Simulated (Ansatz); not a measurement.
```xyz
16
Lattice="-14.1001 0.0000 0.0104 0.0000 4.2628 0.0000 1.2872 0.0000 -7.2559" Properties=species:S:1:pos:R:3 pbc="T T T"
As   -7.0583    2.1314    0.0010
As   -0.0083    0.0000   -0.0042
Sb  -13.4458    2.1314   -3.6187
Sb   -6.3958    0.0000   -3.6239
Sb   -9.6230    2.1314   -5.4759
Sb   -2.5730    0.0000   -5.4811
Sb  -10.2440    0.0000   -1.7579
Sb   -3.1940    2.1314   -1.7631
Ga   -7.6431    0.0000   -1.2445
Ga   -0.5931    2.1314   -1.2497
Ga   -6.9936    2.1314   -5.0852
Ga    0.0564    0.0000   -5.0904
Ga  -10.3938    0.0000   -6.8060
Ga   -3.3438    2.1314   -6.8112
Ga  -10.8467    2.1314   -3.1626
Ga   -3.7967    0.0000   -3.1678
```

Space group Cm; started from the ordered alloy on zincblende lattice prototype, which need not be the ambient phase.

All numbers below come from DFT, HSE06, plane waves, PAW (Ansatz 0.2.0).

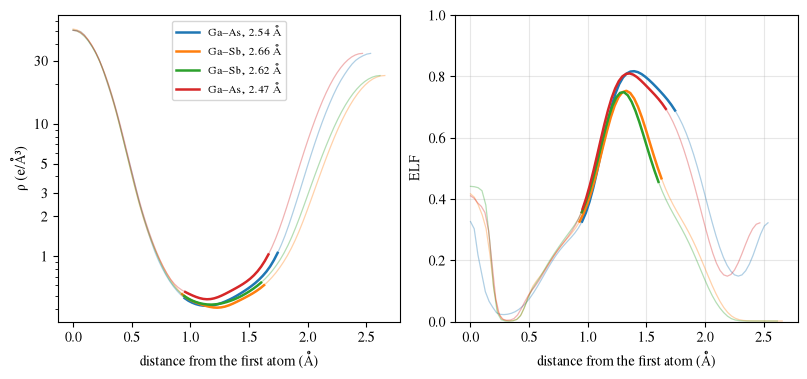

Ga₄Sb₃As. Valence electron density and ELF along straight lines between neighbouring atoms. Thin, pale parts lie inside the atomic spheres.

Core electrons are frozen (PAW), and the valence fields are smoothed inside the atomic spheres.

> Compare the contacts.

Ga–As (2.54 Å): ρ at the midpoint is about 0.44 e/Å³; the ELF peaks at about 0.80 between the atoms; a shared electron pair.
Ga–Sb (2.66 Å): the density is about 0.43 e/Å³ at the midpoint; the ELF peaks at about 0.75 between the atoms: a shared electron pair.
Ga–Sb (2.62 Å): ρ at the midpoint is about 0.45 e/Å³; the ELF peaks at about 0.75 between the atoms.
Ga–As (2.47 Å): ρ is about 0.49 e/Å³ halfway; the ELF peaks at about 0.80 between the atoms (a shared electron pair).
